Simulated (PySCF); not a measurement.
**BH2S2F (SMILES FB(S)S) at 6 levels**

Aim: a comparison of 6 runs (HF/3-21G, wB97X/STO-3G, B3LYP/6-31G*, PBE0/def2-SVP, TPSSh/cc-pVDZ) of BH2S2F. 

The results are computed with PySCF 2.14.0.

## Step 1: The molecule

BH2S2F has 6 atoms, charge 0, and is taken as a singlet. As SMILES, `FB(S)S`. The coordinates come from a PBE0-D4/def2-TZVP relaxation. This is one conformer, not always the lowest.

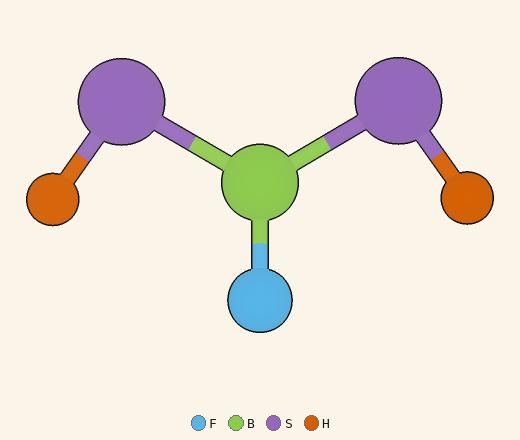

The structure, seen from a chosen angle (fluorine blue, boron green, sulfur purple, hydrogen orange).

## Step 2: Energy and gradient at HF/3-21G (run 1)

Contents of calc.py:

```python
from pyscf import gto

mol = gto.M(
    atom=[
    ('F', (-0.456900, -0.765900, 1.012900)),
    ('B', (-0.001000, -0.023800, 0.010100)),
    ('S', (1.755200, -0.026800, -0.408100)),
    ('S', (-1.127900, 1.003700, -0.956200)),
    ('H', (2.093900, -0.896800, 0.557800)),
    ('H', (-2.221100, 0.645500, -0.262500)),
],
    basis='3-21g',
    max_memory=1860,
    charge=0,
    verbose=4,
)

mf = mol.RHF()
mf.conv_tol = 1e-10
mf.kernel()
if not mf.converged:
    mf = mf.newton().run(mf.mo_coeff, mf.mo_occ)

etot = mf.e_tot
print(f'total energy: {etot:.8f} hartree')
grad = mf.nuc_grad_method().kernel()
mf.analyze()
```

Run with:

```
$ OMP_NUM_THREADS=1 python calc.py
```

What it wrote:

```text
PySCF version 2.14.0

[... 60 lines left out ...]
converged SCF energy = -915.833755533711
[... 17 lines left out ...]
Two-electron Energy =                  536.754327235734308
[... 6 lines left out ...]
MO #3   energy= -26.2222964738395  occ= 2
[... 4 lines left out ...]
MO #8   energy= -6.61030389714543  occ= 2
[... 4 lines left out ...]
MO #13  energy= -1.64866922699209  occ= 2
[... 4 lines left out ...]
MO #18  energy= -0.704255491973105 occ= 2
[... 4 lines left out ...]
MO #23  energy= -0.447447921935546 occ= 2
[... 4 lines left out ...]
MO #28  energy= 0.2265067603433    occ= 0
[... 4 lines left out ...]
MO #33  energy= 0.626090035345947  occ= 0
[... 4 lines left out ...]
MO #38  energy= 0.748528983058307  occ= 0
[... 4 lines left out ...]
MO #43  energy= 1.17539039191802   occ= 0
[... 4 lines left out ...]
MO #48  energy= 3.96589951415831   occ= 0
[... 18 lines left out ...]
pop of  1 B 3py           0.01037
pop of  1 B 3pz           0.01518
pop of  2 S 1s            1.99999
pop of  2 S 2s            1.99968
pop of  2 S 3s            1.65515
pop of  2 S 4s            0.00530
pop of  2 S 2px           1.99982
pop of  2 S 2py           1.99989
pop of  2 S 2pz           1.99988
pop of  2 S 3px           1.27447
pop of  2 S 3py           1.57527
pop of  2 S 3pz           1.53968
pop of  2 S 4px           0.00993
pop of  2 S 4py           0.00471
pop of  2 S 4pz           0.00397
pop of  3 S 1s            1.99999
pop of  3 S 2s            1.99968
pop of  3 S 3s            1.65517
pop of  3 S 4s            0.00530
pop of  3 S 2px           1.99980
pop of  3 S 2py           1.99991
pop of  3 S 2pz           1.99988
pop of  3 S 3px           1.09139
pop of  3 S 3py           1.68183
pop of  3 S 3pz           1.61623
pop of  3 S 4px           0.01406
pop of  3 S 4py           0.00231
pop of  3 S 4pz           0.00224
pop of  4 H 1s            0.90223
pop of  4 H 2s            0.00755
pop of  5 H 1s            0.90223
pop of  5 H 2s            0.00755
 ** Mulliken atomic charges  **
charge of    0F =     -0.28442
charge of    1B =      0.23951
charge of    2S =     -0.06774
charge of    3S =     -0.06779
charge of    4H =      0.09022
charge of    5H =      0.09022
Dipole moment(X, Y, Z, Debye): -0.68454, -1.11490,  1.50651
```

Run time: 1.8 s. Hardware: 1 thread of Intel Xeon at 2.70GHz, shared host; peak memory 0.12 GiB.

## Step 3: Energy and gradient at wB97X/STO-3G (run 2)

Contents of calc.py:

```python
import pyscf.grad
from pyscf import gto, dft

system = gto.M(
    atom='''
F   -0.456900  -0.765900   1.012900
B   -0.001000  -0.023800   0.010100
S    1.755200  -0.026800  -0.408100
S   -1.127900   1.003700  -0.956200
H    2.093900  -0.896800   0.557800
H   -2.221100   0.645500  -0.262500
''',
    basis='sto-3g',
    verbose=4,
    spin=0,
    max_memory=1860,
    charge=0,
)

ks = dft.RKS(system)
ks.xc = 'wb97x'
ks.grids.level = 5
ks.conv_tol = 1e-10
ks.kernel()
if not ks.converged:
    ks = ks.newton().run(ks.mo_coeff, ks.mo_occ)

energy = ks.e_tot
print('E = %.10f Eh' % energy)
grad = ks.Gradients().kernel()
ks.analyze()
```

Run with:

```
$ OMP_NUM_THREADS=1 python calc.py
```

What it wrote:

```text
PySCF version 2.14.0

[... 71 lines left out ...]
converged SCF energy = -911.802148953773
[... 18 lines left out ...]
Two-electron Energy =                  540.707722710028747
[... 5 lines left out ...]
MO #2   energy= -87.6900221148781  occ= 2
[... 3 lines left out ...]
MO #6   energy= -6.67426796664011  occ= 2
[... 3 lines left out ...]
MO #10  energy= -5.63861877130422  occ= 2
[... 3 lines left out ...]
MO #14  energy= -0.810574594497562 occ= 2
[... 3 lines left out ...]
MO #18  energy= -0.443238623234224 occ= 2
[... 3 lines left out ...]
MO #22  energy= -0.292710925253169 occ= 2
[... 3 lines left out ...]
MO #26  energy= 0.356757363547467  occ= 0
[... 3 lines left out ...]
MO #30  energy= 0.602146091748334  occ= 0
 ** Mulliken pop on meta-lowdin orthogonal AOs  **
 ** Mulliken pop  **
pop of  0 F 1s            1.99993
pop of  0 F 2s            1.83101
pop of  0 F 2px           1.85845
pop of  0 F 2py           1.69834
pop of  0 F 2pz           1.62630
pop of  1 B 1s            1.99918
pop of  1 B 2s            0.95758
pop of  1 B 2px           0.83291
pop of  1 B 2py           0.66810
pop of  1 B 2pz           0.66648
pop of  2 S 1s            2.00000
pop of  2 S 2s            1.99942
pop of  2 S 3s            1.75273
pop of  2 S 2px           1.99882
pop of  2 S 2py           1.99936
pop of  2 S 2pz           1.99921
pop of  2 S 3px           1.20787
pop of  2 S 3py           1.50814
pop of  2 S 3pz           1.44194
pop of  3 S 1s            2.00000
pop of  3 S 2s            1.99942
pop of  3 S 3s            1.75275
pop of  3 S 2px           1.99870
pop of  3 S 2py           1.99943
pop of  3 S 2pz           1.99926
pop of  3 S 3px           1.02134
pop of  3 S 3py           1.61671
pop of  3 S 3pz           1.51993
pop of  4 H 1s            1.02335
pop of  5 H 1s            1.02336
 ** Mulliken atomic charges  **
charge of    0F =     -0.01403
charge of    1B =     -0.12424
charge of    2S =      0.09251
charge of    3S =      0.09247
charge of    4H =     -0.02335
charge of    5H =     -0.02336
Dipole moment(X, Y, Z, Debye): -0.52419, -0.85383,  1.15373
```

Run time: 13 s. Hardware: 1 thread of Intel Xeon at 2.70GHz, shared host; peak memory 0.36 GiB.

## Step 4: Energy and gradient at B3LYP/6-31G(d) (spherical functions) (run 3)

Contents of calc.py:

```python
# FB(S)S
import pyscf.grad
from pyscf import gto, dft

molecule = gto.M(
    atom='''
F     -0.863416    -1.447341     1.914104
B     -0.001890    -0.044975     0.019086
S      3.316847    -0.050645    -0.771197
S     -2.131422     1.896718    -1.806956
H      3.956898    -1.694706     1.054089
H     -4.197271     1.219818    -0.496053
''',
    spin=0,
    unit='bohr',
    basis='6-31g*',
    verbose=3,
    max_memory=1860,
)

mf = dft.RKS(molecule)
mf.xc = 'b3lyp'
mf.grids.level = 5
mf.conv_tol = 1e-10
mf.kernel()
if not mf.converged:
    mf = mf.newton().run(mf.mo_coeff, mf.mo_occ)

energy = mf.e_tot
print('E = %.10f Eh' % energy)
grad = mf.Gradients().kernel()
mf.analyze()
```

Run with:

```
$ OMP_NUM_THREADS=1 python calc.py
```

What it wrote:

```text
converged SCF energy = -922.378032020956
E = -922.3780320210 Eh
--------------- RKS gradients ---------------
         x                y                z
0 F     0.0018017690     0.0029174500    -0.0039421687
1 B    -0.0001290314    -0.0002547644     0.0003427242
2 S    -0.0056035508    -0.0012096405     0.0028007659
3 S     0.0023569247    -0.0040440922     0.0042991590
4 H    -0.0019892758     0.0022903339    -0.0022797566
5 H     0.0035734472     0.0002989522    -0.0012185329
----------------------------------------------
**** MO energy ****
MO #1   energy= -88.8685196288764  occ= 2
MO #2   energy= -88.8685081334919  occ= 2
MO #3   energy= -24.7169222463827  occ= 2
MO #4   energy= -7.95075979982932  occ= 2
MO #5   energy= -7.95073616931778  occ= 2
MO #6   energy= -6.85127252546581  occ= 2
MO #7   energy= -5.91406582242555  occ= 2
MO #8   energy= -5.91405771864649  occ= 2
MO #9   energy= -5.90968075223734  occ= 2
MO #10  energy= -5.90967184702238  occ= 2
MO #11  energy= -5.90615139239215  occ= 2
MO #12  energy= -5.90613698420673  occ= 2
MO #13  energy= -1.2267500592946   occ= 2
MO #14  energy= -0.775228088735784 occ= 2
MO #15  energy= -0.747895860471524 occ= 2
MO #16  energy= -0.557156158920781 occ= 2
MO #17  energy= -0.494380811020148 occ= 2
MO #18  energy= -0.474454509079845 occ= 2
MO #19  energy= -0.469977447812498 occ= 2
MO #20  energy= -0.410436799793081 occ= 2
MO #21  energy= -0.367428021532832 occ= 2
MO #22  energy= -0.333150177630858 occ= 2
MO #23  energy= -0.308870907518531 occ= 2
MO #24  energy= -0.268062121895387 occ= 2
MO #25  energy= -0.00728988742615133 occ= 0
MO #26  energy= 0.00091444414749331 occ= 0
MO #27  energy= 0.0468396827181823 occ= 0
MO #28  energy= 0.0775295892236865 occ= 0
MO #29  energy= 0.132730063412828  occ= 0
MO #30  energy= 0.139498432960365  occ= 0
MO #31  energy= 0.306031534398695  occ= 0
MO #32  energy= 0.336839390016808  occ= 0
MO #33  energy= 0.337164174288079  occ= 0
MO #34  energy= 0.340192687652374  occ= 0
MO #35  energy= 0.3591553312783    occ= 0
MO #36  energy= 0.371093104728788  occ= 0
MO #37  energy= 0.385250093143896  occ= 0
MO #38  energy= 0.386928458680079  occ= 0
MO #39  energy= 0.450639523281542  occ= 0
MO #40  energy= 0.527511621040607  occ= 0
MO #41  energy= 0.541873089563671  occ= 0
MO #42  energy= 0.659331167563178  occ= 0
MO #43  energy= 0.671181156704021  occ= 0
MO #44  energy= 0.724316347668426  occ= 0
MO #45  energy= 0.735943853654506  occ= 0
MO #46  energy= 0.735996695791768  occ= 0
MO #47  energy= 0.748676695814111  occ= 0
MO #48  energy= 0.813235897584335  occ= 0
MO #49  energy= 0.834093281277445  occ= 0
MO #50  energy= 0.904096263808256  occ= 0
MO #51  energy= 0.951817558399771  occ= 0
MO #52  energy= 1.00306408862064   occ= 0
MO #53  energy= 1.11266074644278   occ= 0
MO #54  energy= 1.14268197174247   occ= 0
MO #55  energy= 1.21015983424478   occ= 0
MO #56  energy= 1.24763436763721   occ= 0
MO #57  energy= 1.34313858566452   occ= 0
MO #58  energy= 1.3784367308395    occ= 0
MO #59  energy= 1.43503205966186   occ= 0
MO #60  energy= 1.62343067736428   occ= 0
MO #61  energy= 1.67186526800467   occ= 0
MO #62  energy= 1.78774688579162   occ= 0
MO #63  energy= 1.87529345841049   occ= 0
MO #64  energy= 1.91230461501211   occ= 0
MO #65  energy= 1.99502078659087   occ= 0
MO #66  energy= 2.30113209753426   occ= 0
MO #67  energy= 2.42840874381435   occ= 0
MO #68  energy= 3.11739236213452   occ= 0
 ** Mulliken atomic charges  **
charge of    0F =     -0.25933
charge of    1B =      0.15265
charge of    2S =     -0.04850
charge of    3S =     -0.04855
charge of    4H =      0.10187
charge of    5H =      0.10187
Dipole moment(X, Y, Z, Debye): -0.46196, -0.75258,  1.01687
```

Wall time 28 s (1 thread of Intel Xeon at 2.70GHz, shared host); peak memory 0.67 GiB.

Runs 4 to 5 aren't shown in full; the table further down has their settings and results.

## Step 5: Energy and forces at TPSSh/cc-pVDZ (run 6)

Contents of job.py:

```python
import pyscf.grad
from pyscf import gto, dft

system = gto.Mole()
system.atom = '''
F       -0.456900      -0.765900       1.012900
B       -0.001000      -0.023800       0.010100
S        1.755200      -0.026800      -0.408100
S       -1.127900       1.003700      -0.956200
H        2.093900      -0.896800       0.557800
H       -2.221100       0.645500      -0.262500
'''
system.verbose = 4
system.spin = 0
system.max_memory = 1860
system.charge = 0
system.basis = 'cc-pvdz'
system.build()

mf = dft.RKS(system, xc='tpssh')
mf.grids.level = 5
mf.conv_tol = 1e-10
mf.kernel()
if not mf.converged:
    mf = mf.newton().run(mf.mo_coeff, mf.mo_occ)

energy = mf.e_tot
print('Final energy', energy)
grad = mf.Gradients().kernel()
mf.analyze()
```

Run with:

```
$ OMP_NUM_THREADS=1 python job.py
```

What it wrote:

```text
PySCF version 2.14.0

[... 91 lines left out ...]
One-electron Energy =                -1646.215493546310427
[... 8 lines left out ...]
MO #4   energy= -7.88002435531453  occ= 2
[... 6 lines left out ...]
MO #11  energy= -5.82242462554083  occ= 2
[... 6 lines left out ...]
MO #18  energy= -0.449366594378169 occ= 2
[... 6 lines left out ...]
MO #25  energy= -0.0178013819729657 occ= 0
[... 6 lines left out ...]
MO #32  energy= 0.27372939467576   occ= 0
[... 6 lines left out ...]
MO #39  energy= 0.484256287122495  occ= 0
[... 6 lines left out ...]
MO #46  energy= 0.644006705769835  occ= 0
[... 6 lines left out ...]
MO #53  energy= 0.966926438879581  occ= 0
[... 6 lines left out ...]
MO #60  energy= 1.32273958020763   occ= 0
[... 6 lines left out ...]
MO #67  energy= 2.0537317080104    occ= 0
[... 6 lines left out ...]
MO #74  energy= 4.01327630288921   occ= 0
[... 44 lines left out ...]
pop of  2 S 3dyz          0.00632
pop of  2 S 3dz^2         0.00300
pop of  2 S 3dxz          0.00306
pop of  2 S 3dx2-y2       0.00498
pop of  3 S 1s            2.00000
pop of  3 S 2s            1.99983
pop of  3 S 3s            1.65741
pop of  3 S 4s            0.00430
pop of  3 S 2px           1.99988
pop of  3 S 2py           1.99993
pop of  3 S 2pz           1.99992
pop of  3 S 3px           1.10741
pop of  3 S 3py           1.65718
pop of  3 S 3pz           1.59789
pop of  3 S 4px           0.01207
pop of  3 S 4py           0.00176
pop of  3 S 4pz           0.00224
pop of  3 S 3dxy          0.00355
pop of  3 S 3dyz          0.00489
pop of  3 S 3dz^2         0.00232
pop of  3 S 3dxz          0.00625
pop of  3 S 3dx2-y2       0.00221
pop of  4 H 1s            0.88001
pop of  4 H 2s            0.01294
pop of  4 H 2px           0.00067
pop of  4 H 2py           0.00238
pop of  4 H 2pz           0.00266
pop of  5 H 1s            0.88002
pop of  5 H 2s            0.01294
pop of  5 H 2px           0.00302
pop of  5 H 2py           0.00101
pop of  5 H 2pz           0.00168
 ** Mulliken atomic charges  **
charge of    0F =     -0.26016
charge of    1B =      0.17549
charge of    2S =     -0.05897
charge of    3S =     -0.05902
charge of    4H =      0.10134
charge of    5H =      0.10133
Dipole moment(X, Y, Z, Debye): -0.36054, -0.58748,  0.79376
```

It took 37 s on 1 thread of Intel Xeon at 2.70GHz, shared host; peak memory 0.73 GiB.

## Step 6: All runs side by side

| run | level | integration grid | Cartesian functions | energy (Eh) | dipole moment (D) | HOMO energy (eV) | LUMO energy (eV) | wall time |
| --- | --- | --- | --- | --- | --- | --- | --- | --- |
| 1 | HF/3-21G | – | no | -915.833756 | 2.00 | -10.72 | 3.39 | 1.8 s |
| 2 | wB97X/STO-3G | 5 | no | -911.802149 | 1.53 | -6.39 | 6.24 | 13 s |
| 3 | B3LYP/6-31G* (spherical functions) | 5 | no | -922.378032 | 1.35 | -7.29 | -0.20 | 28 s |
| 4 | B3LYP/6-31G* (Cartesian functions) | 5 | yes | -922.385286 | 1.34 | -7.29 | -0.20 | 28 s |
| 5 | PBE0/def2-SVP | 5 | no | -921.645575 | 1.07 | -7.53 | 0.01 | 32 s |
| 6 | TPSSh/cc-pVDZ | 5 | no | -922.438408 | 1.05 | -6.92 | -0.48 | 37 s |

## Step 7: Summary of results

```
                       quantity          value
            run 6: total energy  -922.43841 Eh
           run 6: dipole moment         1.05 D
             run 6: HOMO energy       -6.92 eV
             run 6: LUMO energy       -0.48 eV
           run 6: HOMO–LUMO gap        6.44 eV
run 6: largest force on an atom     0.853 eV/Å
```

In words: The dipole moment (its size) runs from 1.05 D (TPSSh/cc-pVDZ) to 2.00 D (HF/3-21G). The two ends differ in method and basis. The HOMO–LUMO gap runs from 6.44 eV (TPSSh/cc-pVDZ) to 14.11 eV (HF/3-21G). Totals of different functionals can't be ranked against each other. In run 2 the basis is minimal, so the values are rough. All runs together took 2.3 min, the longest 37 s.
